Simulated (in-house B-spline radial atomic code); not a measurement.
**Ta⁺ in a hard spherical wall**

What does confinement do to Ta⁺? The free system is solved first, then the same system inside hard walls. More than one configuration is followed.

Program: in-house B-spline radial atomic code version 1. Level of theory: non-relativistic PBE, spin-polarised, spherical fractional occupations, point nucleus, basis-set limit. These are calculated values, not measurements, unless marked.

### Step 1. The atom as given

| Quantity | Value |
| --- | --- |
| element | tantalum (Z = 73) |
| charge | +1 |
| electrons | 72 |
| configuration | [Xe] 4f14 5d3 6s1 |
| Hamiltonian | non-relativistic |
| nucleus | point |

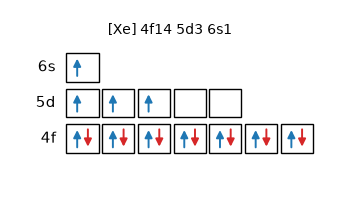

The shells outside the core, filled by Hund's rule for the drawing.

Where spins are not typed, each open shell is filled with up spins first.

Settings of the run:

```ini
Z = 73
electrons = 72.0
configuration = [Xe] 4f14 5d3 6s1
hamiltonian = nr
method = pbe,pbe
spin_polarised = True
```

From the earlier run of the reference: total energy -14803.292031 hartree. Levels, eight at most:

```tsv
orbital	occupation	energy (eV)	<r> (bohr)
5s up	1	-67.678	1.209
5s down	1	-66.178	1.200
5p up	3	-44.739	1.347
5p down	3	-42.958	1.335
4f up	7	-39.092	0.6198
4f down	7	-38.814	0.6158
5d up	3	-12.238	2.025
6s up	1	-10.940	3.286
```

### Step 2. Wall at 4.63 bohr, configuration [Xe] 4f14 5d3 6s1

Settings of the run:

```ini
Z = 73
electrons = 72.0
configuration = [Xe] 4f14 5d3 6s1
hamiltonian = nr
method = pbe,pbe
spin_polarised = True
wall_radius = 4.63
```

### Step 3. Wall at 2.48 bohr, configuration [Xe] 4f14 5d3 6s1

Settings: those of step 2 with these lines changed.

```diff
@@ -6,2 +6,2 @@
 spin_polarised = True
-wall_radius = 4.63
+wall_radius = 2.48
```

### Step 4. Wall at 4.63 bohr, configuration [Kr] 4d10 4f14 5s2 5p5 5d4 6s1

Settings of the run:

```ini
Z = 73
electrons = 72.0
configuration = [Kr] 4d10 4f14 5s2 5p5 5d4 6s1
hamiltonian = nr
method = pbe,pbe
spin_polarised = True
wall_radius = 4.63
```

### Step 5. Wall at 2.48 bohr, configuration [Kr] 4d10 4f14 5s2 5p5 5d4 6s1

Settings: those of step 4 with these lines changed.

```diff
@@ -6,2 +6,2 @@
 spin_polarised = True
-wall_radius = 4.63
+wall_radius = 2.48
```

### Step 6. Wall at 4.63 bohr, configuration [Xe] 4f14 5d2 6s1 6f1

Settings of the run:

```ini
Z = 73
electrons = 72.0
configuration = [Xe] 4f14 5d2 6s1 6f1
hamiltonian = nr
method = pbe,pbe
spin_polarised = True
wall_radius = 4.63
```

### Step 7. Wall at 2.48 bohr, configuration [Xe] 4f14 5d2 6s1 6f1

Settings: those of step 6 with these lines changed.

```diff
@@ -6,2 +6,2 @@
 spin_polarised = True
-wall_radius = 4.63
+wall_radius = 2.48
```

What do the energy and the highest level do as the wall closes in, and which configuration is lower at each radius?

As calculated:

| configuration | radius (bohr) | energy above the free system (eV) | pressure (GPa) | highest level (eV) |
| --- | --- | --- | --- | --- |
| [Xe] 4f14 5d3 6s1 | 4.63 | 4.255 | 23.5 | -6.794 (6s up) |
| [Xe] 4f14 5d3 6s1 | 2.48 | 130.11 | 3687 | 60.994 (6s up) |
| [Kr] 4d10 4f14 5s2 5p5 5d4 6s1 | 4.63 | 34.399 | 23.2 | -7.348 (6s up) |
| [Kr] 4d10 4f14 5s2 5p5 5d4 6s1 | 2.48 | 165.37 | 3828 | 60.053 (6s up) |
| [Xe] 4f14 5d2 6s1 6f1 | 4.63 | 53.700 | 95.8 | 37.916 (6f up) |
| [Xe] 4f14 5d2 6s1 6f1 | 2.48 | 288.64 | 5458 | 174.90 (6f up) |

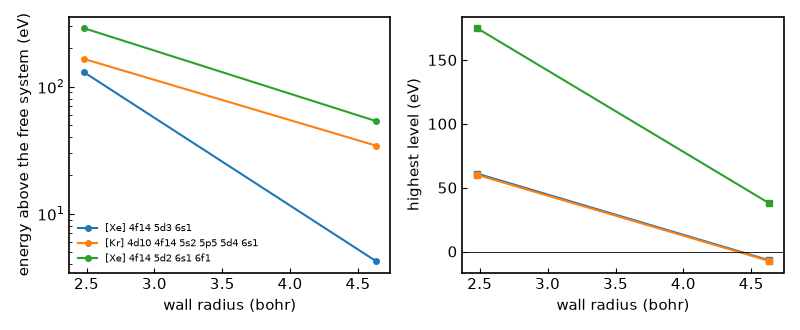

Energy above the free reference (left, logarithmic; it includes the excitation energy of the other configurations) and the highest occupied level (right).

For [Xe] 4f14 5d3 6s1 the energy above the free reference is 4.255 eV at 4.63 bohr and 130.11 eV at 2.48 bohr, where the electrons press on it with 3687 GPa. Its highest level passes zero between 4.63 and 2.48 bohr; in smaller spheres the level is positive, pushed up by confinement, and the wall keeps the electron in. Of [Xe] 4f14 5d3 6s1 and [Kr] 4d10 4f14 5s2 5p5 5d4 6s1, the first stays lower at every radius that both share. At 2.48 bohr the lowest of all 3 is [Xe] 4f14 5d3 6s1. A hard wall is a crude model of an atom's surroundings.
